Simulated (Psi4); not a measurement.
# [GeH3]− (SMILES [H][Ge-]([H])[H]), step by step

We compute a structure relaxation (B3LYP-D3(BJ)/cc-pVTZ), then vibrational wavenumbers of [GeH3]−. 

The results are computed with Psi4 1.11.

### Step 1. The structure to begin with

The species is [GeH3]− (4 atoms), meant as a singlet with charge -1. SMILES: `[H][Ge-]([H])[H]`. The shape comes from GFN2-xTB (4 decimals), which is rough for such elements, and wasn't checked as a minimum. The run starts from this shape.

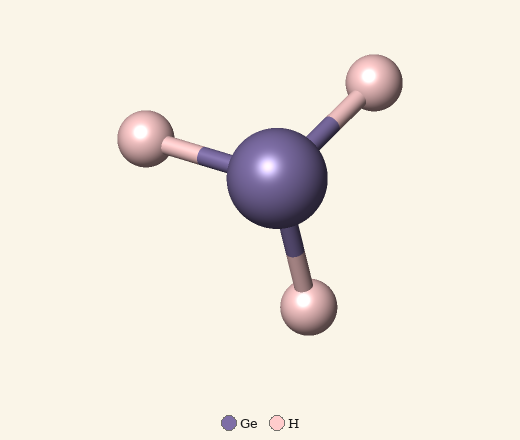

Viewed from a chosen angle; germanium purple, hydrogen pink.

### Step 2. A structure relaxation at B3LYP-D3(BJ)/cc-pVTZ (density fitting) (run 1)

Contents of geh3.sdf:

```

     RDKit          3D

  4  3  0  0  0  0  0  0  0  0999 V2000
   -0.0075    0.0058    0.7680 Ge  0  0  0  0  0  3  0  0  0  0  0  0
    1.4220   -0.0315   -0.2444 H   0  0  0  0  0  0  0  0  0  0  0  0
   -0.6775    1.2495   -0.2717 H   0  0  0  0  0  0  0  0  0  0  0  0
   -0.7370   -1.2238   -0.2519 H   0  0  0  0  0  0  0  0  0  0  0  0
  2  1  1  0
  3  1  1  0
  4  1  1  0
M  CHG  1   1  -1
M  END
$$$$
```

Contents of run_ase.py:

```python
import numpy as np
from ase.calculators.psi4 import Psi4
from ase.io import read
from ase.optimize import LBFGS

mol = read('geh3.sdf')
calc = Psi4(atoms=mol, method='b3lyp-d3bj', basis='cc-pVTZ', memory='1600MB', num_threads=1, charge=-1, multiplicity=1, label='calc')
mol.calc = calc

opt = LBFGS(mol)
done = opt.run(fmax=0.05, steps=40)
print('converged:', done)
for s, p in zip(mol.symbols, mol.positions):
    print(f'{s:2s} {p[0]:12.6f} {p[1]:12.6f} {p[2]:12.6f}')
```

On the command line:

```
$ python run_ase.py
```

calc.dat (excerpt; [...] marks lines left out):

```text
[...]
  Running in c1 symmetry.
[...]
  Nuclear repulsion =   32.087369814272527
[...]
  Multiplicity = 1
[...]
  Nalpha       = 18
  Nbeta        = 18
[...]
    Number of basis functions: 85
[...]
   @DF-RKS iter   1: -2077.18092553165889   -1.76813e+00   2.76563e-02 DIIS/ADIIS
[...]
   @DF-RKS iter  11: -2078.89709019780457   -9.09495e-12   5.32279e-09 DIIS
[...]
    Orbital Energies [Eh]
    ---------------------
    Doubly Occupied:
       1A   -398.477635     2A    -49.520584     3A    -44.041083
       4A    -44.041079     5A    -44.040119     6A     -5.946500
       7A     -4.117721     8A     -4.117714     9A     -4.114143
      10A     -0.941910    11A     -0.941910    12A     -0.938725
      13A     -0.938724    14A     -0.936705    15A     -0.287824
      16A     -0.083767    17A     -0.083470    18A      0.009902
[...]
  @DF-RKS Final Energy: -2078.89709019780457
   => Energetics <=
    Nuclear Repulsion Energy =             32.0873698142725274
    One-Electron Energy =               -2969.4238412667064040
    Two-Electron Energy =                 923.0724681383297821
    DFT Exchange-Correlation Energy =     -64.6306013220480224
    Empirical Dispersion Energy =          -0.0024855616524327
    VV10 Nonlocal Energy =                  0.0000000000000000
    Total Energy =                      -2078.8970901978041184
[...]
 Multipole Moments:
 ------------------------------------------------------------------------------------
     Multipole            Electronic (a.u.)      Nuclear  (a.u.)        Total (a.u.)
 ------------------------------------------------------------------------------------
 L = 1.  Multiply by 2.5417464519 to convert [e a0] to [Debye]
 Dipole X            :         -0.0309886            0.0260554           -0.0049332
 Dipole Y            :          0.0217753           -0.0201475            0.0016279
 Dipole Z            :          3.0546762           -2.7154446            0.3392315
 Magnitude           :                                                    0.3392713
[...]
  -Total Gradient:
     Atom            X                  Y                   Z
    ------   -----------------  -----------------  -----------------
       1       -0.000234745584    -0.000131583723    -0.000630013956
       2       -0.000140942807     0.000050252196     0.000108713101
       3        0.000180452893    -0.000153920166     0.000212867008
       4        0.000202134935     0.000242511730     0.000310247178
[...]
```

Standard output:

```text
Step     Time          Energy          fmax
LBFGS:    0 hh:mm:ss   -56569.426472        2.079678
LBFGS:    1 hh:mm:ss   -56569.523661        1.608702
LBFGS:    2 hh:mm:ss   -56569.659412        0.514401
LBFGS:    3 hh:mm:ss   -56569.667082        0.136493
LBFGS:    4 hh:mm:ss   -56569.667785        0.110590
LBFGS:    5 hh:mm:ss   -56569.669523        0.132260
LBFGS:    6 hh:mm:ss   -56569.670714        0.108389
LBFGS:    7 hh:mm:ss   -56569.671226        0.035228
converged: True
Ge    -0.006364     0.004901     0.663321
H      1.355120    -0.031720    -0.210028
H     -0.647718     1.186222    -0.236078
H     -0.701035    -1.159484    -0.217246
```

It took 56 s on 1 thread of Intel Xeon 6975P-C (Granite Rapids), shared host; peak memory 0.98 GiB.

The path in brief:

```tsv
step	energy from the first frame kept (eV)	largest force (eV/Å)
0	0.0000	2.0797
1	-0.0972	1.6087
2	-0.2329	0.5144
3	-0.2406	0.1365
4	-0.2413	0.1106
5	-0.2431	0.1323
6	-0.2442	0.1084
7	-0.2448	0.0352
```

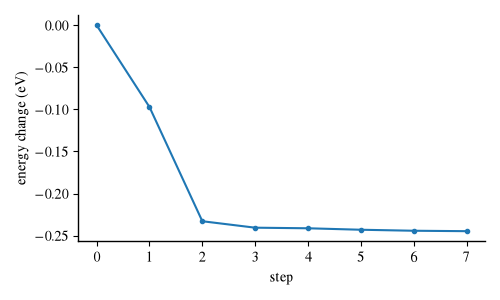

Energy along the run.

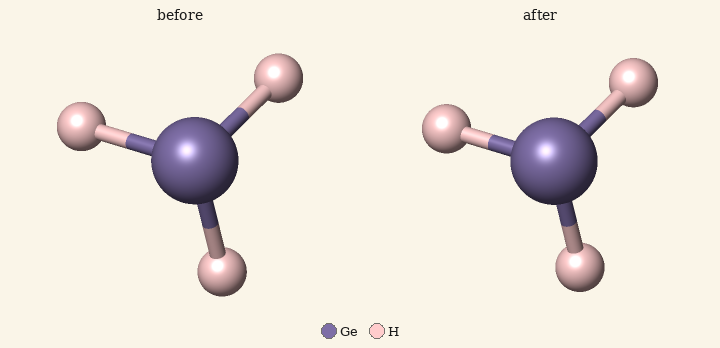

Before and after, at one scale.

After the run. Bond lengths: Ge1–H2 1.618 Å, Ge1–H3 1.617 Å, Ge1–H4 1.617 Å. Angles: H2–Ge1–H3 92.9°, H2–Ge1–H4 92.9°, H3–Ge1–H4 93.0°.

### Step 3. The harmonic vibrations at B3LYP-D3(BJ)/cc-pVTZ (density fitting) (run 2)

Contents of geh3.sdf:

```

     RDKit          3D

  4  3  0  0  0  0  0  0  0  0999 V2000
   -0.0074    0.0058    0.7625 Ge  0  0  0  0  0  3  0  0  0  0  0  0
    1.3540   -0.0309   -0.1108 H   0  0  0  0  0  0  0  0  0  0  0  0
   -0.6488    1.1871   -0.1369 H   0  0  0  0  0  0  0  0  0  0  0  0
   -0.7021   -1.1586   -0.1180 H   0  0  0  0  0  0  0  0  0  0  0  0
  2  1  1  0
  3  1  1  0
  4  1  1  0
M  CHG  1   1  -1
M  END
$$$$
```

Contents of geh3_ase.py:

```python
import numpy as np
from ase.calculators.psi4 import Psi4
from ase.io import read
from ase.vibrations import Vibrations

atoms = read('geh3.sdf')
calc = Psi4(atoms=atoms, method='b3lyp-d3bj2b', basis='cc-pVTZ', memory='1600MB', num_threads=1, charge=-1, multiplicity=1, label='calc')
atoms.calc = calc

vib = Vibrations(atoms, delta=0.005)
vib.run()
vib.summary()
```

On the command line:

```
$ python geh3_ase.py
```

calc.dat (excerpt; [...] marks lines left out):

```text
[...]
  Running in c1 symmetry.
[...]
  Nuclear repulsion =   32.105696888645589
[...]
  Multiplicity = 1
[...]
  Nalpha       = 18
  Nbeta        = 18
[...]
    Number of basis functions: 85
[...]
   @DF-RKS iter   1: -2077.18101594403743   -1.76711e+00   2.76581e-02 DIIS/ADIIS
[...]
   @DF-RKS iter  11: -2078.89708502151916   -2.04636e-11   4.00630e-09 DIIS
[...]
  @DF-RKS Final Energy: -2078.89708502151916
   => Energetics <=
    Nuclear Repulsion Energy =             32.1056968886455891
    One-Electron Energy =               -2969.4626828172445130
    Two-Electron Energy =                 923.0933611598587731
    DFT Exchange-Correlation Energy =     -64.6309751145322338
    Empirical Dispersion Energy =          -0.0024851382466149
    VV10 Nonlocal Energy =                  0.0000000000000000
    Total Energy =                      -2078.8970850215191604
[...]
 Multipole Moments:
 ------------------------------------------------------------------------------------
     Multipole            Electronic (a.u.)      Nuclear  (a.u.)        Total (a.u.)
 ------------------------------------------------------------------------------------
 L = 1.  Multiply by 2.5417464519 to convert [e a0] to [Debye]
 Dipole X            :         -0.0326085            0.0258924           -0.0067161
 Dipole Y            :          0.0186903           -0.0202636           -0.0015733
 Dipole Z            :          3.0454827           -2.7102091            0.3352736
 Magnitude           :                                                    0.3353445
[...]
  -Total Gradient:
     Atom            X                  Y                   Z
    ------   -----------------  -----------------  -----------------
       1       -0.000500922349    -0.000606089482    -0.001073144975
       2       -0.000120009021     0.000100815931     0.000145081051
       3        0.000207937019    -0.000094301292     0.000239216747
       4        0.000422126779     0.000606712355     0.000691343765
[...]
```

Standard output:

```text
---------------------
  #    meV     cm^-1
---------------------
  0   10.0i     80.6i
  1    2.2i     17.8i
  2    0.9i      7.3i
  3    0.2i      1.6i
  4    9.0      72.4
  5   13.5     109.2
  6  103.4     833.9
  7  109.9     886.7
  8  110.7     892.5
  9  214.5    1730.2
 10  214.7    1731.5
 11  214.9    1733.6
---------------------
Zero-point energy: 0.495 eV
```

Wall time 2.8 min (1 thread of Intel Xeon 6975P-C (Granite Rapids), shared host); peak memory 1.2 GiB.

### Step 4. What came out

| quantity | value |
| --- | --- |
| run 1, B3LYP-D3(BJ)/cc-pVTZ: total energy at the end | -2078.89709 Eh |
| run 1, B3LYP-D3(BJ)/cc-pVTZ: HOMO energy | 0.27 eV |
| run 1, B3LYP-D3(BJ)/cc-pVTZ: LUMO energy | 6.19 eV |
| run 1, B3LYP-D3(BJ)/cc-pVTZ: HOMO–LUMO gap (to an unbound level, set by the basis) | 5.92 eV |
| run 1, B3LYP-D3(BJ)/cc-pVTZ: dispersion energy | -6.53 kJ/mol |

The optimisation (run 1, B3LYP-D3(BJ)/cc-pVTZ) took 7 steps and changed the energy by -0.245 eV. The HOMO (run 1, B3LYP-D3(BJ)/cc-pVTZ) lies at positive energy, 0.27 eV; only total energies tell whether the electron is bound. The HOMO (run 2, B3LYP-D3(BJ)/cc-pVTZ) lies at positive energy, 0.27 eV; only total energies tell whether the electron is bound.
